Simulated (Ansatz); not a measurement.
**SbHCl (SMILES [Cl][SbH]): the energy, rung by rung**

SbHCl has 3 atoms, charge 0, and is taken as a doublet. As SMILES, `[Cl][SbH]`. The coordinates come from a PBE0-D4/def2-TZVP relaxation.

```xyz
3

Cl    1.4336    0.3559    0.8150
Sb   -0.6275    0.6308   -0.2723
H    -0.8170   -1.0515   -0.5560
```

Quantity: the energy change with the Sb2–H3 bond stretched from 1.717 to 2.575 Å, in eV. The values are calculated.

```csv
level,kind,program,value (eV),less FCI/STO-3G,CPU time (all runs)
U-revPBE/STO-3G,GGA,Ansatz,2.55,+0.19,5.6 s
UBLYP/STO-3G,GGA,Ansatz,2.53,+0.17,6.1 s
U-r2SCAN/STO-3G,meta-GGA,Ansatz,2.71,+0.35,18 s
U-r2SCAN0/STO-3G,hybrid meta-GGA,Ansatz,2.79,+0.43,29 s
UCAM-B3LYP/STO-3G,range-separated hybrid,Ansatz,2.93,+0.57,11 s
RPA@PBE/STO-3G,RPA,Ansatz,2.60,+0.24,7.4 s
UMP2/STO-3G,perturbation theory,Ansatz,2.66,+0.30,4 s
UCCSD/STO-3G,coupled cluster or CI,Ansatz,2.39,+0.03,4.2 s
FCI/STO-3G,exact in the basis,Ansatz,2.36,0.00,5 s
```

FCI/STO-3G is exact within its basis and frozen core, so for wave-function methods in that basis the difference is their error; functionals converge differently with the basis, so for them it is only a difference. All-electron rows without a relativistic Hamiltonian named are non-relativistic. The first shape isn't each level's own minimum. The values span 2.36 to 2.93 eV. Spin contamination of the reference (⟨S²⟩ at least 0.1 too high) touches UBLYP/STO-3G, U-r2SCAN/STO-3G, U-r2SCAN0/STO-3G, UCAM-B3LYP/STO-3G, UMP2/STO-3G, UCCSD/STO-3G. All rows use very small basis sets, so even the best lies far from the true value. In the correlated wave-function rows the outer d shell of Sb is correlated, in sets not made for it. Times are those of the runs behind each value, whatever else they computed, on shared processors of several kinds: orders of magnitude only.

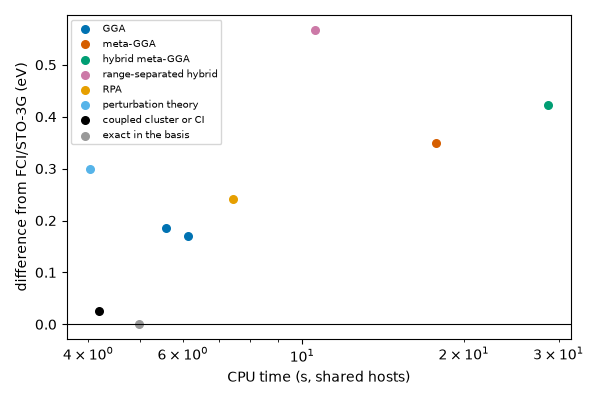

Difference from FCI/STO-3G against processor time, one point a level.
